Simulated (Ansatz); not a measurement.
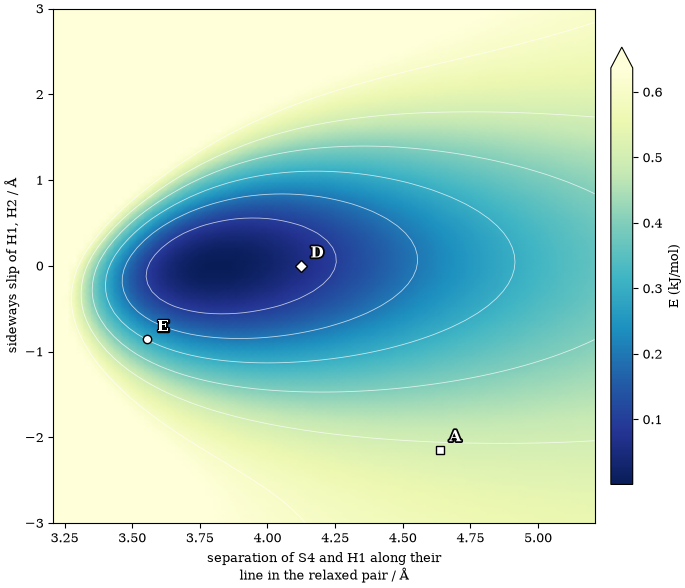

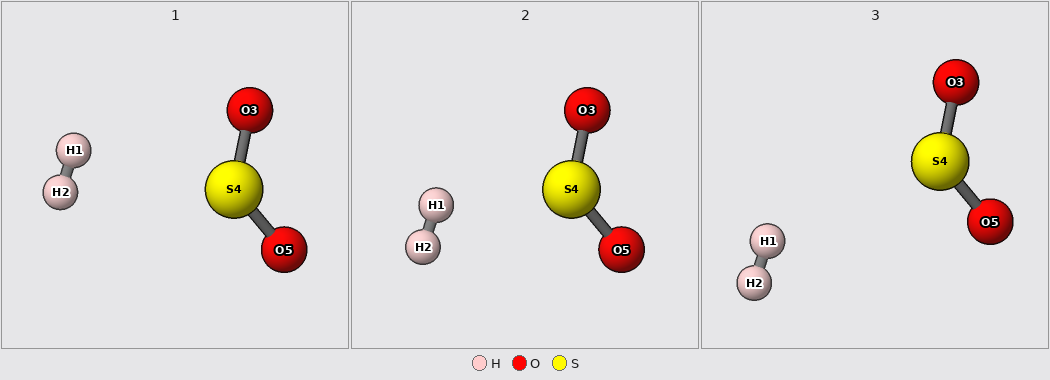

The pair H₂···O₂S. First axis: separation of S4 and H1 along their line in the relaxed pair. Second axis: sideways slip of H1, H2. Nothing is relaxed (both partners rigid). The scan uses a 15 × 15 grid. Points are written as (first, second). Energies are in kJ/mol, from the lowest grid point. The calculation used Ansatz 0.2.0, RHF/def2-TZVPD.

The picture shows a smooth colour map with a few white contour lines, one colour for all values above the top of the scale, lettered points. Between grid points the surface is interpolated. The numbered pictures are the structures at these points, in random order.

> Which structure belongs to which point?

A is structure 3: (4.636 Å, −2.14 Å), 0.51 kJ/mol; D is structure 1: (4.123 Å, 0.00 Å), 0.06 kJ/mol; E is structure 2: (3.556 Å, −0.86 Å), 0.30 kJ/mol.
